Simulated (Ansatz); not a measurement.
# CH7BN2OSe: two geometries relaxed

Aim: relax the geometries before and after the inversion of the pyramid at N4, and see whether they are two minima and how far apart in energy. SMILES of the start: BOC(N)(N)[SeH].

Method: RKS PBE-D4/def2-SVP, in Ansatz 0.2.0.

## (1) The starting structure

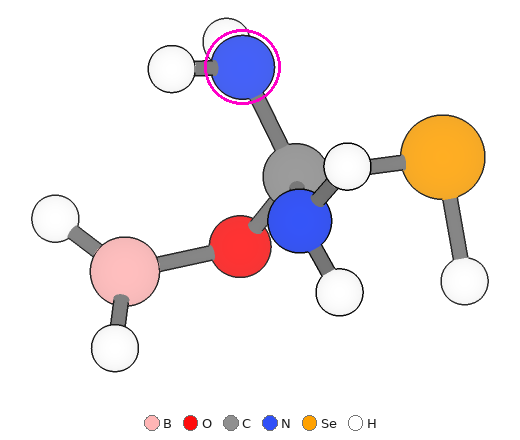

The starting structure, seen from a chosen angle (boron pink, oxygen red, carbon grey, nitrogen blue, selenium orange, hydrogen white). Ringed: N4.

As a file:

```xyz
13

B     0.1200   -1.8596   -0.6347
O    -0.8699   -0.7052   -0.3839
C    -0.2601    0.4108    0.2201
N     0.3078    0.0952    1.5864
N     0.8954    0.8998   -0.5936
Se   -1.5651    1.8431    0.3940
H     0.2492   -2.6627    0.1637
H     0.6801   -1.8586   -1.6861
H    -0.5112   -0.4408    2.1213
H     1.0860   -0.5214    1.5656
H     1.2583    1.7762   -0.1095
H     0.5500    1.1831   -1.5026
H    -1.9202    1.8054   -1.1259
```

## (2) End point A

input.yaml

```yaml
crystal:
  periodic: [false, false, false]
  atoms:
    - { symbol: B, position_ang: [0.12, -1.8596, -0.6347] }
    - { symbol: O, position_ang: [-0.8699, -0.7052, -0.3839] }
    - { symbol: C, position_ang: [-0.2601, 0.4108, 0.2201] }
    - { symbol: "N", position_ang: [0.3078, 0.0952, 1.5864] }
    - { symbol: "N", position_ang: [0.8954, 0.8998, -0.5936] }
    - { symbol: Se, position_ang: [-1.5651, 1.8431, 0.394] }
    - { symbol: H, position_ang: [0.2492, -2.6627, 0.1637] }
    - { symbol: H, position_ang: [0.6801, -1.8586, -1.6861] }
    - { symbol: H, position_ang: [-0.5112, -0.4408, 2.1213] }
    - { symbol: H, position_ang: [1.086, -0.5214, 1.5656] }
    - { symbol: H, position_ang: [1.2583, 1.7762, -0.1095] }
    - { symbol: H, position_ang: [0.55, 1.1831, -1.5026] }
    - { symbol: H, position_ang: [-1.9202, 1.8054, -1.1259] }
basis:
  gaussian: { orbitals: def2-SVP }
hamiltonian:
  xc: pbe
  dispersion: d4
relax:
  f_tol: 0.015
  max_steps: 40
output:
  orbitals: {}
```

The run is started by

```sh
$ ansatz run input.yaml --threads 2 --pin off --max-ram 3072MiB --backend cpu --events-out ev --progress --plain --runs-dir out
```

The log of the run, shortened:

```text
Warning: RAYON_NUM_THREADS=2 ignored (pool sized by the plan → 2); use --threads N
[...]
Functional definition: PBE
[...]
1551 factors; their error is unknown
[...]
mean field -72171.77022910 eV, -2652.2636361366 hartree, gradient 2.1e-5 eV, S^2 0.000000; 0 other end points of the search recorded, 0 dependent functions left out
[...]
reference -72171.77026749 eV, -2652.2636375473 hartree; 37, 37 occupied and 100, 100 virtual orbitals, 1551 factors
relax step   1: F+E_penalty+E_count = -72172.09471533 eV  Δ(F+E_penalty+E_count) = +0.000e0 eV  max|allowed force component| = 4.553e0 eV/Å  Δτ_max = 0.0000 Å  (32 SCF iters, accepted)
[...]
relax step   6: F+E_penalty+E_count = -72173.47902939 eV  Δ(F+E_penalty+E_count) = -1.293e-1 eV  max|allowed force component| = 8.139e-1 eV/Å  Δτ_max = 0.1999 Å  (30 SCF iters, accepted)
[...]
relax step  11: F+E_penalty+E_count = -72173.72413008 eV  Δ(F+E_penalty+E_count) = -3.072e-4 eV  max|allowed force component| = 4.519e-1 eV/Å  Δτ_max = 0.1998 Å  (37 SCF iters, accepted)
[...]
relax step  16: F+E_penalty+E_count = -72173.76565334 eV  Δ(F+E_penalty+E_count) = -6.186e-3 eV  max|allowed force component| = 8.409e-2 eV/Å  Δτ_max = 0.1500 Å  (30 SCF iters, accepted)
[...]
relax step  21: F+E_penalty+E_count = -72173.77756464 eV  Δ(F+E_penalty+E_count) = -3.696e-5 eV  max|allowed force component| = 8.433e-2 eV/Å  Δτ_max = 0.0100 Å  (32 SCF iters, accepted)
relax step  22: F+E_penalty+E_count = -72173.77791339 eV  Δ(F+E_penalty+E_count) = -3.487e-4 eV  max|allowed force component| = 6.622e-2 eV/Å  Δτ_max = 0.0673 Å  (31 SCF iters, accepted)
relax step  23: F+E_penalty+E_count = -72173.78068475 eV  Δ(F+E_penalty+E_count) = -2.771e-3 eV  max|allowed force component| = 1.345e-1 eV/Å  Δτ_max = 0.1348 Å  (30 SCF iters, accepted)
```

## (3) The output, continued: end point A relaxed

Output, continued, shortened:

```text
relax step  24: F+E_penalty+E_count = -72173.78160812 eV  Δ(F+E_penalty+E_count) = -9.234e-4 eV  max|allowed force component| = 8.739e-2 eV/Å  Δτ_max = 0.0352 Å  (31 SCF iters, accepted)
[...]
relax step  27: F+E_penalty+E_count = -72173.78285940 eV  Δ(F+E_penalty+E_count) = -1.251e-3 eV  max|allowed force component| = 2.941e-2 eV/Å  Δτ_max = 0.0392 Å  (30 SCF iters, accepted)
[...]
relax step  30: F+E_penalty+E_count = -72173.78429112 eV  Δ(F+E_penalty+E_count) = -1.750e-4 eV  max|allowed force component| = 4.587e-2 eV/Å  Δτ_max = 0.0036 Å  (32 SCF iters, accepted)
[...]
relax step  33: F+E_penalty+E_count = -72173.78439999 eV  Δ(F+E_penalty+E_count) = -1.476e-6 eV  max|allowed force component| = 1.849e-2 eV/Å  Δτ_max = 0.0022 Å  (23 SCF iters, accepted)
[...]
Atom 3 at     0.409051     0.036751     1.470879 Å, force     0.004120     0.003499     0.004040 eV/Å
Atom 4 at     1.150743     1.337990    -0.289161 Å, force    -0.004405    -0.002163    -0.000491 eV/Å
Atom 5 at    -1.771497     1.290709     0.323789 Å, force    -0.000504     0.001687     0.002738 eV/Å
Atom 6 at    -0.493245    -2.279160     0.420845 Å, force    -0.000932     0.001057     0.005305 eV/Å
Atom 7 at    -0.369028    -2.518112    -1.693650 Å, force    -0.000751     0.000087    -0.000163 eV/Å
Atom 8 at    -0.276299    -0.635206     1.827214 Å, force    -0.002928    -0.002602    -0.000958 eV/Å
Atom 9 at     1.362080    -0.342955     1.528712 Å, force     0.001200     0.000005    -0.000220 eV/Å
Atom 10 at     1.178556     2.190868     0.277956 Å, force    -0.000054     0.001488    -0.000220 eV/Å
Atom 11 at     1.021737     1.582571    -1.276033 Å, force     0.002084     0.000887     0.000439 eV/Å
Atom 12 at    -2.028083     1.185709    -1.134999 Å, force     0.000838    -0.001307    -0.000558 eV/Å
Dipole moment:     0.254734     0.144074     0.047201 e Å
```

It took 90 s on 2 threads of Intel Xeon Platinum 8488C (Sapphire Rapids), shared host; peak memory 0.22 GiB.

Step by step, one in 2:

| step | energy from step 1 (eV) | largest force component (eV/Å) |
| --- | --- | --- |
| 1 | 0.0000 | 4.5525 |
| 3 | -0.9538 | 1.0294 |
| 5 | -1.2550 | 0.6415 |
| 7 | -1.5157 | 0.7860 |
| 9 | -1.6014 | 1.2532 |
| 11 | -1.6294 | 0.4519 |
| 13x | -1.6518 | 0.2970 |
| 15 | -1.6648 | 0.1133 |
| 17 | -1.6746 | 0.0816 |
| 19 | -1.6795 | 0.1969 |
| 21 | -1.6828 | 0.0843 |
| 23 | -1.6860 | 0.1345 |
| 25x | -1.6836 | 0.2855 |
| 27 | -1.6881 | 0.0294 |
| 29 | -1.6894 | 0.0539 |
| 31x | -1.6895 | 0.0414 |
| 33 | -1.6897 | 0.0185 |
| 35 | -1.6898 | 0.0123 |
| 37 | -1.6898 | 0.0092 |

Step 1 is the start. 6 steps were tried and not accepted (marked x).

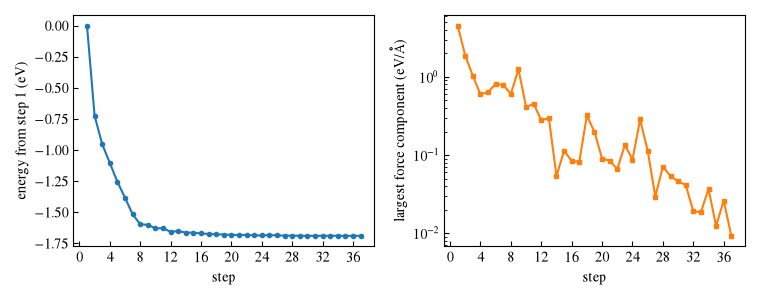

Energy and largest force along the relaxation.

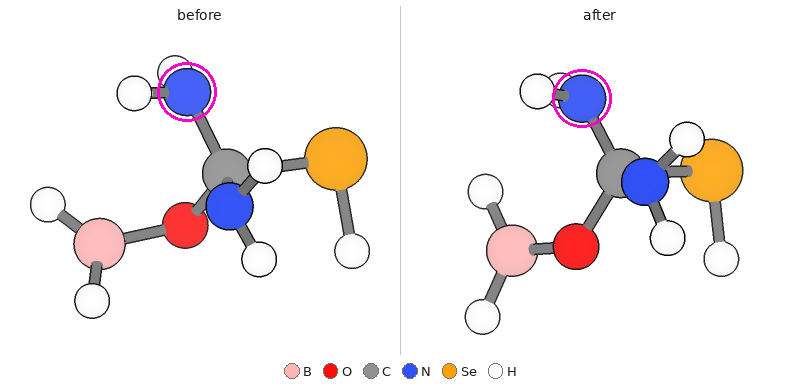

The structure before (left) and after (right), drawn at the same scale.

After: Bond lengths: B1–O2 1.351 Å, O2–C3 1.461 Å, C3–N4 1.412 Å, C3–N5 1.418 Å, C3–Se6 2.070 Å, B1–H7 1.221 Å, B1–H8 1.216 Å, N4–H9 1.024 Å, N4–H10 1.028 Å, N5–H11 1.025 Å, N5–H12 1.025 Å, Se6–H13 1.485 Å. Angles (14 of 17 angles, heavy atoms first): B1–O2–C3 124.3°, O2–C3–N4 118.7°, O2–C3–N5 104.1°, O2–C3–Se6 105.1°, N4–C3–N5 109.5°, N4–C3–Se6 103.5°, N5–C3–Se6 116.5°, O2–B1–H7 122.2°, O2–B1–H8 115.7°, C3–N4–H9 112.9°, C3–N4–H10 110.7°, C3–N5–H11 110.8°, C3–N5–H12 111.0°, C3–Se6–H13 92.9°.

## (4) Relaxing end B

The second end starts from a geometry with the move made by hand.

input.yaml: that of step 2 with these lines changed.

```diff
@@ -11,4 +11,4 @@
     - { symbol: H, position_ang: [0.6801, -1.8586, -1.6861] }
-    - { symbol: H, position_ang: [-0.5112, -0.4408, 2.1213] }
-    - { symbol: H, position_ang: [1.086, -0.5214, 1.5656] }
+    - { symbol: H, position_ang: [-0.12144, 0.87165, 2.26246] }
+    - { symbol: H, position_ang: [1.2954, 0.18372, 1.64144] }
     - { symbol: H, position_ang: [1.2583, 1.7762, -0.1095] }
@@ -24,3 +24 @@
   max_steps: 40
-output:
-  orbitals: {}
```

The run is started by

```sh
$ ansatz run input.yaml --threads 2 --pin off --max-ram 3072MiB --backend cpu --events-out ev --progress --plain --runs-dir out
```

The log of the run, shortened:

```text
Warning: RAYON_NUM_THREADS=2 ignored (pool sized by the plan → 2); use --threads N
[...]
[... 1 set-up line as earlier in the session ...]
[...]
1551 factors; their error is unknown
[...]
mean field -72171.58416305 eV, -2652.2567983352 hartree, gradient 1.0e-5 eV, S^2 0.000000; 0 other end points of the search recorded, 0 dependent functions left out
[...]
reference -72171.58420177 eV, -2652.2567997584 hartree; 37, 37 occupied and 100, 100 virtual orbitals, 1551 factors
relax step   1: F+E_penalty+E_count = -72171.90711144 eV  Δ(F+E_penalty+E_count) = +0.000e0 eV  max|allowed force component| = 4.039e0 eV/Å  Δτ_max = 0.0000 Å  (32 SCF iters, accepted)
[...]
relax step   7: F+E_penalty+E_count = -72173.39686265 eV  Δ(F+E_penalty+E_count) = -1.413e-1 eV  max|allowed force component| = 7.520e-1 eV/Å  Δτ_max = 0.2000 Å  (31 SCF iters, accepted)
[...]
relax step  13: F+E_penalty+E_count = -72173.74354521 eV  Δ(F+E_penalty+E_count) = -9.122e-2 eV  max|allowed force component| = 5.369e-1 eV/Å  Δτ_max = 0.2000 Å  (30 SCF iters, accepted)
[...]
relax step  19: F+E_penalty+E_count = -72173.77516999 eV  Δ(F+E_penalty+E_count) = -1.286e-3 eV  max|allowed force component| = 1.291e-1 eV/Å  Δτ_max = 0.0476 Å  (30 SCF iters, accepted)
[...]
relax step  24: F+E_penalty+E_count = -72173.78215623 eV  Δ(F+E_penalty+E_count) = -1.071e-3 eV  max|allowed force component| = 6.048e-2 eV/Å  Δτ_max = 0.0450 Å  (31 SCF iters, accepted)
relax step  25: F+E_penalty+E_count = -72173.78273722 eV  Δ(F+E_penalty+E_count) = -5.810e-4 eV  max|allowed force component| = 1.394e-1 eV/Å  Δτ_max = 0.1419 Å  (31 SCF iters, accepted)
```

## (5) The output, continued: end point B relaxed

The log, continued:

```text
relax step  26: F+E_penalty+E_count = -72173.78324492 eV  Δ(F+E_penalty+E_count) = -5.077e-4 eV  max|allowed force component| = 1.300e-1 eV/Å  Δτ_max = 0.0209 Å  (31 SCF iters, accepted)
[...]
reference -72173.45837709 eV, -2652.3256744309 hartree; 37, 37 occupied and 100, 100 virtual orbitals, 1551 factors
relax step  27: F+E_penalty+E_count = -72173.78368741 eV  Δ(F+E_penalty+E_count) = -4.425e-4 eV  max|allowed force component| = 9.375e-2 eV/Å  Δτ_max = 0.0437 Å  (31 SCF iters, accepted)
these checks for a lower state are left out or cut short: starts, cluster_reference, orbital_swaps, neighbouring_geometries, increment
1551 factors; their error is unknown
mean field -72173.45871914 eV, -2652.3256870011 hartree, gradient 1.7e-5 eV, S^2 0.000000; 0 other end points of the search recorded, 0 dependent functions left out
the calculation of the forces begins
reference -72173.45875803 eV, -2652.3256884303 hartree; 37, 37 occupied and 100, 100 virtual orbitals, 1551 factors
relax step  28: F+E_penalty+E_count = -72173.78423849 eV  Δ(F+E_penalty+E_count) = -5.511e-4 eV  max|allowed force component| = 3.522e-2 eV/Å  Δτ_max = 0.0285 Å  (31 SCF iters, accepted)
these checks for a lower state are left out or cut short: starts, cluster_reference, orbital_swaps, neighbouring_geometries, increment
1551 factors; their error is unknown
mean field -72173.45721897 eV, -2652.3256318709 hartree, gradient 1.6e-5 eV, S^2 0.000000; 0 other end points of the search recorded, 0 dependent functions left out
the calculation of the forces begins
reference -72173.45725781 eV, -2652.3256332982 hartree; 37, 37 occupied and 100, 100 virtual orbitals, 1551 factors
relax step  29: F+E_penalty+E_count = -72173.78299398 eV  Δ(F+E_penalty+E_count) = +1.245e-3 eV  max|allowed force component| = 1.584e-1 eV/Å  Δτ_max = 0.0335 Å  (30 SCF iters, rejected (line search))
these checks for a lower state are left out or cut short: starts, cluster_reference, orbital_swaps, neighbouring_geometries, increment
1551 factors; their error is unknown
mean field evaluation 224: about -72173.4588 eV, gradient 2.1e-3 eV
mean field -72173.45877056 eV, -2652.3256888908 hartree, gradient 1.7e-5 eV, S^2 0.000000; 0 other end points of the search recorded, 0 dependent functions left out
the calculation of the forces begins
reference -72173.45880943 eV, -2652.3256903191 hartree; 37, 37 occupied and 100, 100 virtual orbitals, 1551 factors
relax step  30: F+E_penalty+E_count = -72173.78439441 eV  Δ(F+E_penalty+E_count) = -1.559e-4 eV  max|allowed force component| = 9.316e-3 eV/Å  Δτ_max = 0.0168 Å  (31 SCF iters, accepted)
these checks for a lower state are left out or cut short: starts, cluster_reference, orbital_swaps, neighbouring_geometries, increment
1551 factors; their error is unknown
mean field -72173.45861736 eV, -2652.3256832606 hartree, gradient 1.9e-5 eV, S^2 0.000000; 0 other end points of the search recorded, 0 dependent functions left out
the calculation of the forces begins
reference -72173.45865617 eV, -2652.3256846869 hartree; 37, 37 occupied and 100, 100 virtual orbitals, 1551 factors
relax step  31: F+E_penalty+E_count = -72173.78453111 eV  Δ(F+E_penalty+E_count) = -1.367e-4 eV  max|allowed force component| = 2.146e-2 eV/Å  Δτ_max = 0.0458 Å  (30 SCF iters, accepted)
these checks for a lower state are left out or cut short: starts, cluster_reference, orbital_swaps, neighbouring_geometries, increment
1551 factors; their error is unknown
mean field -72173.45858270 eV, -2652.3256819871 hartree, gradient 1.7e-5 eV, S^2 0.000000; 0 other end points of the search recorded, 0 dependent functions left out
the calculation of the forces begins
reference -72173.45862150 eV, -2652.3256834130 hartree; 37, 37 occupied and 100, 100 virtual orbitals, 1551 factors
relax step  32: F+E_penalty+E_count = -72173.78456376 eV  Δ(F+E_penalty+E_count) = -3.265e-5 eV  max|allowed force component| = 1.755e-2 eV/Å  Δτ_max = 0.0096 Å  (32 SCF iters, accepted)
these checks for a lower state are left out or cut short: starts, cluster_reference, orbital_swaps, neighbouring_geometries, increment
1551 factors; their error is unknown
mean field -72173.45846080 eV, -2652.3256775073 hartree, gradient 1.8e-5 eV, S^2 0.000000; 0 other end points of the search recorded, 0 dependent functions left out
the calculation of the forces begins
reference -72173.45849958 eV, -2652.3256789323 hartree; 37, 37 occupied and 100, 100 virtual orbitals, 1551 factors
relax step  33: F+E_penalty+E_count = -72173.78461647 eV  Δ(F+E_penalty+E_count) = -5.271e-5 eV  max|allowed force component| = 1.013e-2 eV/Å  Δτ_max = 0.0235 Å  (31 SCF iters, accepted)
1551 factors; their error is unknown
mean field evaluation 256: about -72173.6196 eV, gradient 1.0e0 eV
mean field -72173.45846080 eV, -2652.3256775073 hartree, gradient 2.5e-5 eV, S^2 0.000000; 1 other end points of the search recorded, 0 dependent functions left out
the calculation of the forces begins
reference -72173.45849958 eV, -2652.3256789323 hartree; 37, 37 occupied and 100, 100 virtual orbitals, 1551 factors
Total energy: -72173.78465524 eV, -2652.3376649319 hartree
Atom 0 at    -0.281183    -1.728685    -0.481148 Å, force    -0.001816     0.005506     0.001273 eV/Å
Atom 1 at     0.047915    -0.464683    -0.828817 Å, force     0.000356    -0.010130     0.001213 eV/Å
Atom 2 at     0.179154     0.637171     0.121418 Å, force     0.001443     0.000798    -0.000567 eV/Å
Atom 3 at     0.522221     0.339465     1.459099 Å, force     0.000369    -0.001678     0.001170 eV/Å
Atom 4 at     1.176398     1.468083    -0.448548 Å, force     0.000048    -0.000021     0.000090 eV/Å
Atom 5 at    -1.719210     1.447979     0.279791 Å, force    -0.003108     0.001405     0.002429 eV/Å
Atom 6 at    -0.471225    -2.055465     0.680038 Å, force     0.001937     0.002012    -0.005657 eV/Å
Atom 7 at    -0.373429    -2.522421    -1.398090 Å, force     0.001208     0.002338     0.001850 eV/Å
Atom 8 at    -0.137726    -0.304558     1.904423 Å, force    -0.000021     0.000709    -0.000759 eV/Å
Atom 9 at     1.483162    -0.020193     1.515604 Å, force    -0.000261     0.000482     0.000337 eV/Å
Atom 10 at     1.211448     2.373714     0.029328 Å, force     0.000234     0.000233     0.000118 eV/Å
Atom 11 at     1.008634     1.611002    -1.449406 Å, force    -0.000974    -0.001633    -0.000515 eV/Å
Atom 12 at    -2.026698     1.201462    -1.151894 Å, force     0.000587    -0.000020    -0.000984 eV/Å
Dipole moment:     0.255191     0.149064     0.020434 e Å
```

Wall time 80 s (2 threads of Intel Xeon Platinum 8488C (Sapphire Rapids), shared host); peak memory 0.22 GiB.

Relaxation path, one in 2:

| step | energy from step 1 (eV) | largest force component (eV/Å) |
| --- | --- | --- |
| 1 | 0.0000 | 4.0390 |
| 3 | -0.8987 | 0.8076 |
| 5 | -1.1966 | 0.5560 |
| 7 | -1.4898 | 0.7520 |
| 9 | -1.6648 | 0.3735 |
| 11 | -1.6976 | 0.7289 |
| 13 | -1.8364 | 0.5369 |
| 15x | -1.8494 | 0.3916 |
| 17 | -1.8650 | 0.0572 |
| 19 | -1.8681 | 0.1291 |
| 21x | -1.8691 | 0.2610 |
| 23 | -1.8740 | 0.0442 |
| 25 | -1.8756 | 0.1394 |
| 27 | -1.8766 | 0.0937 |
| 29x | -1.8759 | 0.1584 |
| 31 | -1.8774 | 0.0215 |
| 33 | -1.8775 | 0.0101 |

Step 1 is the start. 3 steps were tried and not accepted (marked x).

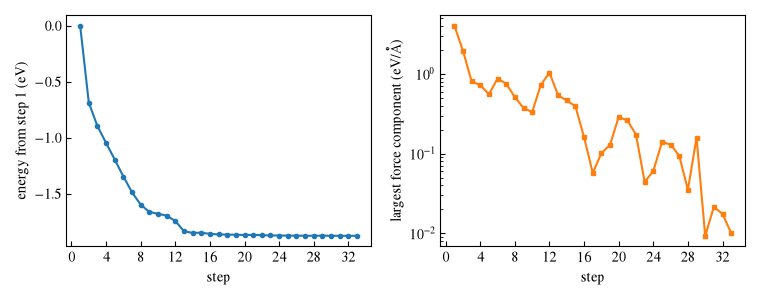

How energy and force went from step to step.

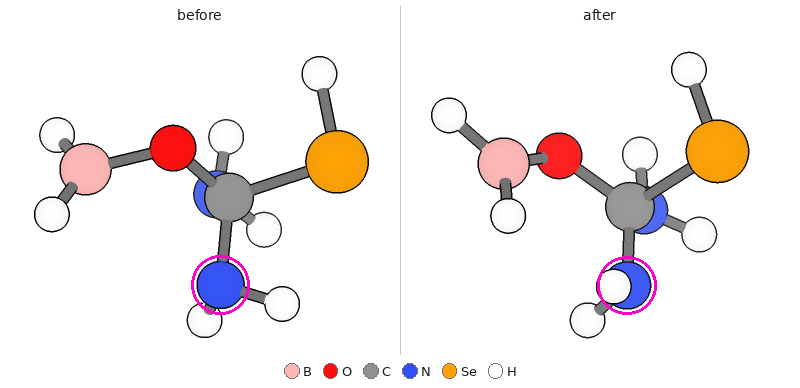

Before and after, at one scale.

After: Bond lengths: B1–O2 1.352 Å, O2–C3 1.461 Å, C3–N4 1.413 Å, C3–N5 1.418 Å, C3–Se6 2.070 Å, B1–H7 1.221 Å, B1–H8 1.216 Å, N4–H9 1.024 Å, N4–H10 1.028 Å, N5–H11 1.025 Å, N5–H12 1.025 Å, Se6–H13 1.485 Å. Angles (14 of 17 angles, heavy atoms first): B1–O2–C3 124.0°, O2–C3–N4 118.6°, O2–C3–N5 104.1°, O2–C3–Se6 105.2°, N4–C3–N5 109.5°, N4–C3–Se6 103.5°, N5–C3–Se6 116.5°, O2–B1–H7 122.2°, O2–B1–H8 115.8°, C3–N4–H9 112.8°, C3–N4–H10 110.7°, C3–N5–H11 110.8°, C3–N5–H12 111.1°, C3–Se6–H13 92.9°.

## (6) Summary of results

```
                           quantity                     value
                              end A  30 moves, 1.690 eV lower
                              end B  29 moves, 1.878 eV lower
largest difference between the ends                    0.06 Å
            end B relative to end A                 -0.000 eV
```

The two relaxations end at one structure, within 0.06 Å: no second minimum was found from this start, which doesn't rule one out.
